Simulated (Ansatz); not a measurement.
**C5H4OSe (SMILES O=Cc1ccc[se]1): density, localisation and related maps**

```xyz
11

C    -1.8390   -0.4827    1.4137
C    -1.6552   -0.0072    0.0500
C    -0.4786    0.3577   -0.5656
C    -0.6234    0.7822   -1.9119
C    -1.9166    0.7560   -2.3710
O    -2.9033   -0.7886    1.8973
Se   -3.1151    0.1699   -1.0943
H    -0.8885   -0.5466    2.0028
H     0.4822    0.3183   -0.0464
H     0.2158    1.1023   -2.5323
H    -2.2562    1.0384   -3.3678
```

Geometry: PBE0-D3(BJ)/def2-SVP.

All numbers below come from isolated molecule in a Gaussian basis; Kohn-Sham density functional theory, functional PBE0 (Ansatz).

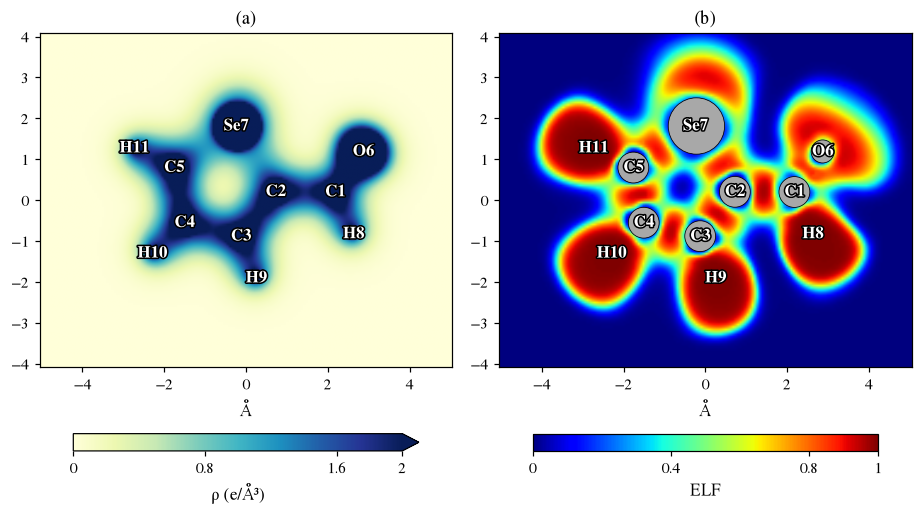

Figure 1. (a) electron density; (b) electron localisation function on the molecular plane. Grey discs cover the atomic cores in the ELF map.

Q: What does the map show?

A:
- The plane passes through C, O, Se and H nuclei.
- C–O (1.21 Å): ρ at the midpoint is about 3.3 e/Å³; the ELF peaks at about 0.85 between the atoms: a multiple bond.
- C–C (1.37 Å): ρ at the midpoint is about 2.1 e/Å³; the ELF peaks at about 0.95 between the atoms: localised, covalent bonding.
- C–Se (1.85 Å): ρ is about 1.2 e/Å³ halfway; the ELF peaks at about 0.90 between the atoms (a covalent bond).
- C–H (1.09 Å): the density is about 2 e/Å³ at the midpoint; the ELF climbs to about 1 towards the hydrogen, as it does in any bond to H; a covalent bond by its length.
- C–C (1.42 Å): the density is about 2 e/Å³ at the midpoint; the ELF peaks at about 0.95 between the atoms, as expected for a covalent bond.
- The ELF also peaks beside O6 and Se7, away from the bonds: lone-pair regions.

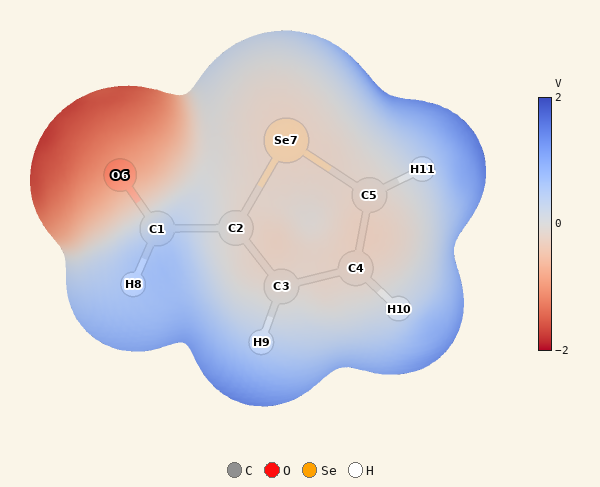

Figure 2. The molecular electrostatic potential painted on the density surface at 0.002 e/bohr³, seen across its widest extent; the colour scale runs from red (negative) to blue (positive).

Q: Describe the electrostatic potential map.

A: The most negative region (about −1.7 V) lies over O6, the most positive (about +1.5 V) over H11. O6 is the likeliest acceptor of a hydrogen bond.

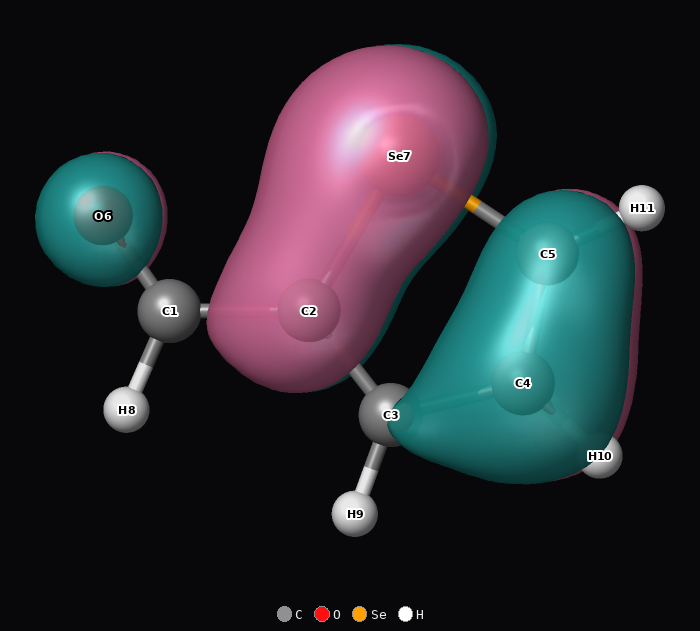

Figure 3. The HOMO at ±0.08 Å⁻³ᐟ² (teal and pink are the two phases), seen across its widest extent.

Q: What is the character of this orbital?

A: By Hirshfeld shares it lies mainly on Se7 (about 30 %), C4 (about 25 %), C2 (about 15 %), C5 (about 15 %) and O6 (about 5 %); it changes sign across the molecular plane (π type); π-bonding across C2–Se7 and C4–C5; π-antibonding (a node) across C5–Se7. Its energy is −7.39 eV.
